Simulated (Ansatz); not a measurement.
# HF/def2-SVPD run of CH3AlF2 (SMILES [CH3][Al]([F])[F])

Aim: the electronic atomisation energy of CH3AlF2 at HF/def2-SVPD, from 5 runs. 

The results are computed with Ansatz 0.2.0.

46 further runs of the same task are left out: 46 set aside as unsound or not needed.

### Step 1. The system as given

The species is CH3AlF2 (7 atoms), meant as a singlet with charge 0. As SMILES, `[CH3][Al]([F])[F]`. The shape is that of a PBE0-D4/def2-TZVP optimisation.

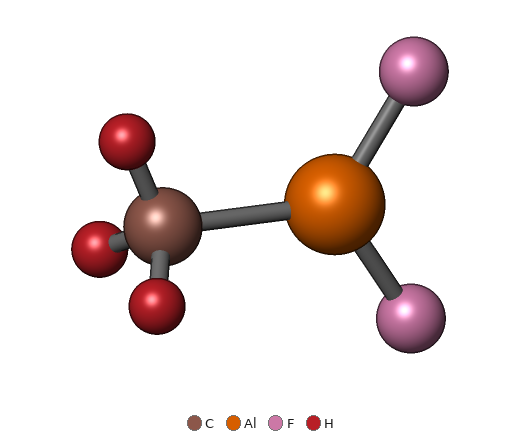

The structure, seen from a chosen angle (carbon brown, aluminium orange, fluorine pink, hydrogen red).

### Step 2. A single-point energy at HF/def2-SVPD

input.yaml reads:

```yaml
basis:
  gaussian: {orbitals: def2-SVPD}
crystal:
  periodic: [false, false, false]
  atoms:
    - {symbol: C, position_ang: [-0.253600, 0.825900, -0.238700]}
    - {symbol: Al, position_ang: [0.293100, -0.956200, 0.245500]}
    - {symbol: F, position_ang: [1.513200, -1.219500, 1.315500]}
    - {symbol: F, position_ang: [-0.423400, -2.297600, -0.378600]}
    - {symbol: H, position_ang: [-1.075800, 0.816000, -0.956100]}
    - {symbol: H, position_ang: [-0.573400, 1.384500, 0.645100]}
    - {symbol: H, position_ang: [0.581100, 1.378900, -0.678200]}
total_charge: 0
hamiltonian: {xc: hf}
accuracy: high
output: {orbitals: {seedname: orbitals}}
```

Command:

```bash
$ ansatz run input.yaml --threads 1 --pin off --max-ram 3480MiB --events-out events.jsonl --progress --plain --runs-dir runs
```

The log of the run:

```text
Warning: RAYON_NUM_THREADS=1 ignored (pool sized by the plan → 1); use --threads N
Functional definition: HF
  name "HF"
  exchange = exact_x
  correlation = 0
2236 factors; integrals over basis functions are off by at most 3.2e-9 eV
mean field evaluation 1: about -13067.0636 eV, gradient 4.2e1 eV
mean field evaluation 2: about -13067.0700 eV, gradient 4.2e1 eV
mean field evaluation 4: about -13070.3344 eV, gradient 2.4e0 eV
mean field evaluation 8: about -13070.3584 eV, gradient 2.2e-4 eV
mean field -13070.35836584 eV, -480.3268105376 hartree, gradient 1.4e-8 eV, S^2 0.000000; 0 other end points of the search recorded, 0 dependent functions left out
reference -13070.35836584 eV, -480.3268105376 hartree; 20, 20 occupied and 94, 94 virtual orbitals, 2236 factors
Total energy: -13070.35836584 eV, -480.3268105376 hartree
```

It took 4.5 s on 1 thread of Arm Neoverse V1, shared host; peak memory 0.34 GiB.

### Step 3. The Al atom

run.yaml reads:

```yaml
crystal:
  periodic: [false, false, false]
  atoms:
    - {symbol: Al, position_ang: [0.000000, 0.000000, 0.000000]}
basis:
  gaussian:
    orbitals: def2-SVPD
accuracy: high
magnetization:
  spin_polarized: true
  initial_magnetization: 1
hamiltonian:
  xc: hf
```

Command:

```bash
$ ansatz run run.yaml --threads 1 --pin off --max-ram 3480MiB --events-out events.jsonl --progress --plain --runs-dir runs
```

The log of the run:

```text
Warning: RAYON_NUM_THREADS=1 ignored (pool sized by the plan → 1); use --threads N
Functional definition: HF
  name "HF"
  exchange = exact_x
  correlation = 0
202 factors; integrals over basis functions are off by at most 1.9e-9 eV
mean field evaluation 1: about -6579.2868 eV, gradient 2.8e0 eV
mean field evaluation 2: about -6579.2869 eV, gradient 2.8e0 eV
mean field evaluation 4: about -6579.4611 eV, gradient 1.4e-1 eV
mean field evaluation 8: about -6579.4612 eV, gradient 8.5e-5 eV
mean field evaluation 16: about -6579.1986 eV, gradient 1.5e0 eV
mean field evaluation 32: about -6579.4612 eV, gradient 2.1e-2 eV
mean field -6579.46119513 eV, -241.7907392022 hartree, gradient 7.4e-9 eV, S^2 0.767410; 1 other end points of the search recorded, 0 dependent functions left out
reference -6579.46119513 eV, -241.7907392022 hartree; 7, 6 occupied and 17, 18 virtual orbitals, 202 factors
Total energy: -6579.46119513 eV, -241.7907392022 hartree
```

Wall time 0.1 s (1 thread of Arm Neoverse V1, shared host).

### Step 4. The C atom

job.yaml reads:

```yaml
crystal:
  periodic: [false, false, false]
  atoms:
    - {symbol: C, position_ang: [0.000000, 0.000000, 0.000000]}
basis:
  gaussian:
    orbitals: def2-SVPD
magnetization:
  spin_polarized: true
  initial_magnetization: 2
hamiltonian:
  xc: hf
accuracy: high
```

Run the same way, it converges to -37.64626 Eh (log not shown).

### Step 5. The F atom

input.yaml reads:

```yaml
crystal:
  periodic: [false, false, false]
  atoms:
    - {symbol: F, position_ang: [0.000000, 0.000000, 0.000000]}
basis:
  gaussian: {orbitals: def2-SVPD}
magnetization: {spin_polarized: true, initial_magnetization: 1}
hamiltonian: {xc: hf}
accuracy: high
```

Command:

```bash
$ ansatz run input.yaml --threads 1 --pin off --max-ram 3480MiB --events-out events.jsonl --progress --plain --runs-dir runs
```

The log of the run:

```text
Warning: RAYON_NUM_THREADS=1 ignored (pool sized by the plan → 1); use --threads N
Functional definition: HF
  name "HF"
  exchange = exact_x
  correlation = 0
194 factors; integrals over basis functions are off by at most 1.8e-9 eV
mean field evaluation 1: about -2701.6304 eV, gradient 7.1e0 eV
mean field evaluation 2: about -2701.6305 eV, gradient 7.1e0 eV
mean field evaluation 4: about -2701.8047 eV, gradient 7.2e-1 eV
mean field evaluation 8: about -2701.8077 eV, gradient 1.8e-5 eV
mean field evaluation 16: about -2701.8076 eV, gradient 6.3e-2 eV
mean field -2701.80765935 eV, -99.2896001302 hartree, gradient 3.6e-8 eV, S^2 0.753628; 0 other end points of the search recorded, 0 dependent functions left out
reference -2701.80765935 eV, -99.2896001302 hartree; 5, 4 occupied and 18, 19 virtual orbitals, 194 factors
Total energy: -2701.80765935 eV, -99.2896001302 hartree
```

It took 0.08 s on 1 thread of Arm Neoverse V1, shared host.

### Step 6. The H atom at the same level

run.yaml reads:

```yaml
crystal:
  periodic: [false, false, false]
  atoms:
    - {symbol: H, position_ang: [0.000000, 0.000000, 0.000000]}
basis:
  gaussian:
    orbitals: def2-SVPD
magnetization:
  spin_polarized: true
  initial_magnetization: 1
hamiltonian:
  xc: hf
accuracy: high
```

Run the same way, it converges to -0.49928 Eh (log not shown).

### Step 7. What came out

Level: HF/def2-SVPD.

| quantity | value |
| --- | --- |
| molecule: total energy | -480.32681 Eh |
| molecule: HOMO energy | -12.68 eV |
| molecule: LUMO energy | 1.06 eV |
| molecule: HOMO–LUMO gap | 13.74 eV |
| Al atom: total energy | -241.79074 Eh |
| Al atom: ⟨S²⟩ | 0.767 |
| C atom: total energy | -37.64626 Eh |
| C atom: ⟨S²⟩ | 2.010 |
| F atom: total energy | -99.28960 Eh |
| F atom: ⟨S²⟩ | 0.754 |
| H atom: total energy | -0.49928 Eh |
| H atom: ⟨S²⟩ | 0.750 |
| electronic atomisation energy | 22.117 eV |

What this shows: Taking the molecule apart into free atoms costs 22.12 eV (510 kcal/mol), before zero-point energy and without spin-orbit coupling. Hartree–Fock lacks the correlation of the bonding pairs, which as a rule makes this value much too low; in minimal bases other errors can mask that.
